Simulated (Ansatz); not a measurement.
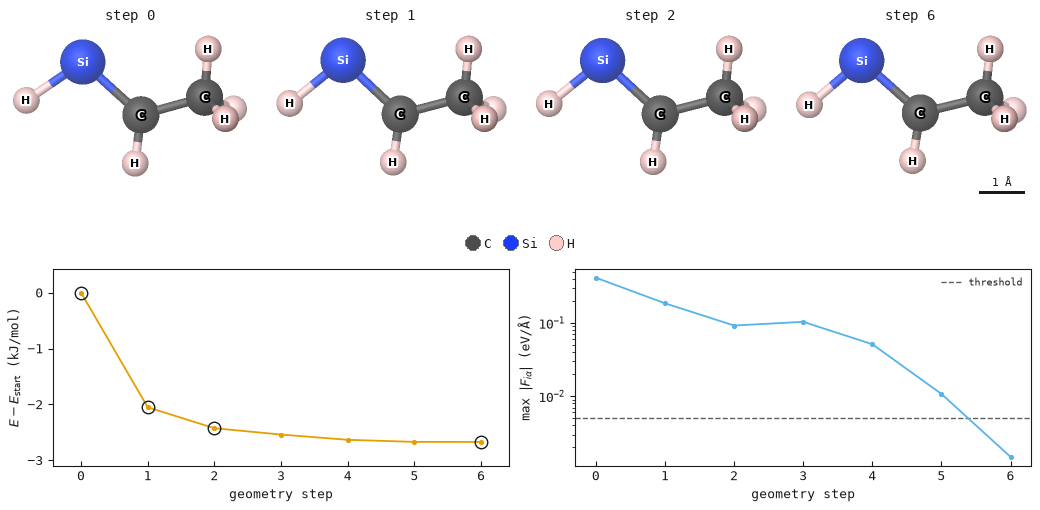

Frames of a relaxation of C2H5Si (charge −1), marked on the history of the run. A ball-and-stick model, seen face on.

These are results of Ansatz, RKS PBE0-D4/def2-TZVPD, not measurements. (force threshold 0.005 eV/Å; at most 200 steps)

### What happens along the run?

The energy falls by 2.67 kJ/mol in 6 geometry steps. Largest force component: 0.42 eV/Å at the start, 0.0015 eV/Å at the end. The largest move after the best rigid fit is that of an H atom, 0.12 Å. Largest moves by element: H 0.12 Å, C 0.05 Å, Si 0.04 Å. Among the contacts that change: C–C 1.494 → 1.503 Å, C–H 1.102 → 1.094 Å, H–Si 1.548 → 1.555 Å. Bond angles that change, for instance: C–Si–H 103.6° → 98.1°, Si–C–H 125.0° → 122.1°, C–C–Si 122.2° → 124.4°. The run took 18 s on 2 threads of Arm Neoverse V2, with other jobs on the host. From step 0 to 1: an H atom moves most (0.10 Å), energy −2.05 kJ/mol. From step 1 to 2: energy −0.37 kJ/mol. From step 2 to 6: an H atom moves most (0.03 Å), energy −0.25 kJ/mol.

```csv
step,"E − E(0), kJ/mol","largest force component, eV/Å"
0,0.00,0.4173
1,-2.05,0.1865
2,-2.43,0.0927
3,-2.54,0.1041
4,-2.63,0.0515
5,-2.67,0.0108
6,-2.67,0.0015
```
